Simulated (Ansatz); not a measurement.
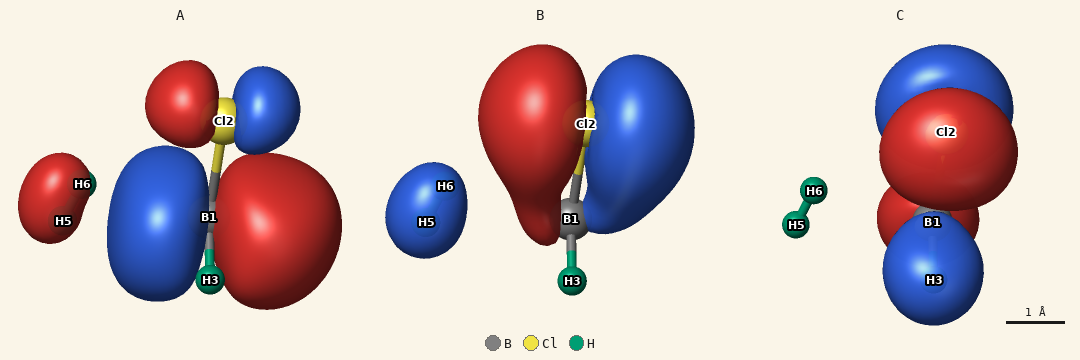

The picture shows: BClH2···H2. Three frontier orbitals at ±0.1 Å⁻³ᐟ² (red and blue are the two phases), in no order.

Not at a stationary point (largest force 1.8 eV/Å).

Theory: RKS B3LYP/def2-SVP in Ansatz.

Input file:

```
crystal:
  periodic: [false, false, false]
  atoms:
    - { symbol: B, position_ang: [0.0, 0.0, 0.0] }
    - { symbol: Cl, position_ang: [0.0, 0.0, 2.21] }
    - { symbol: H, position_ang: [1.0305, 0.0, -0.595] }
    - { symbol: H, position_ang: [-1.0305, 0.0, -0.595] }
    - { symbol: H, position_ang: [0.0623, -1.4126, 0.4698] }
    - { symbol: H, position_ang: [0.0555, -1.258, 1.3665] }
basis:
  gaussian: { orbitals: def2-SVP }
hamiltonian:
  xc: b3lyp
relax:
  f_tol: 0.15
  max_steps: 25
  restrain:
    - { distance: [0, 4], at: 2.39, k: 30.0 }
    - { distance: [5, 1], at: 2.57, k: 30.0 }
    - { distance: [0, 1], at: 1.86, k: 30.0 }
    - { distance: [5, 4], at: 0.66, k: 30.0 }
output:
  orbitals: {}
```

Launched as:

```sh
ansatz run input.yaml --threads 1 --pin off --max-ram 2048MiB --backend cpu --events-out ev --progress --plain --runs-dir out
```

The fields are those of the run's last geometry, not of the input's.

**Order the three orbitals by energy and name them.**

B is the HOMO−1 (−9.14 eV). By Hirshfeld shares it lies mainly on Cl2 (about 85 %) and B1 (about 10 %); largely a lone pair of Cl2. C is the HOMO (−8.19 eV). It lies mainly on Cl2 (about 70 %), B1 (about 10 %), H4 (about 10 %) and H3 (about 10 %); largely a lone pair of Cl2. A is the LUMO (−1.64 eV). It lies mainly on B1 (about 65 %), Cl2 (about 15 %), H3 (about 5 %) and H4 (about 5 %).

**What is the HOMO–LUMO gap?**

6.55 eV between the orbital energies.
